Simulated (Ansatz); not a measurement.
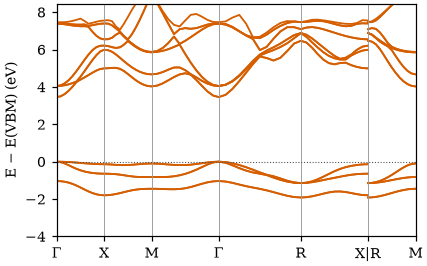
Band structure from the program Ansatz at the PBE with spin–orbit coupling level (PAW)

Task: Read off the gap and where the band edges lie.

Result: About 3.5 eV (3.46 eV by a search for the band edges); maximum at Γ, minimum at Γ.

The material is CsI (CsCl type, Pm-3m).

The cell was relaxed with PBE under the symmetry of its start.

Potentials: the later of the program's two PAW sets.
